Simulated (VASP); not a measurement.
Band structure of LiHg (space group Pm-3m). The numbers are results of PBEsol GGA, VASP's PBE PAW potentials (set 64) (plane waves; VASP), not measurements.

Unless said otherwise, spin-orbit coupling is left out, though it shifts the bands of the heavy elements here.

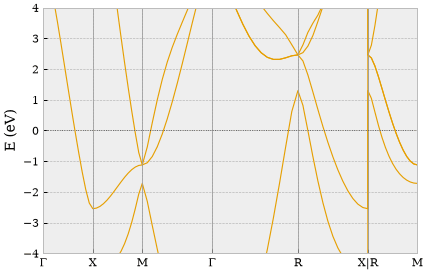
Figure: Bands along high-symmetry lines, zero at the valence-band maximum or, without a gap, the Fermi level

Read the plot: is there a gap, and where are the band edges?

It has no gap at this level: it comes out as a metal or semimetal. (Edges off the drawn lines would not show.)

The structure comes from a computed database's LiHg entry (Pm-3m); how it stands against other phases isn't given here. It was relaxed first. The electron count is odd and the run is not spin-polarised, which forces a metal.
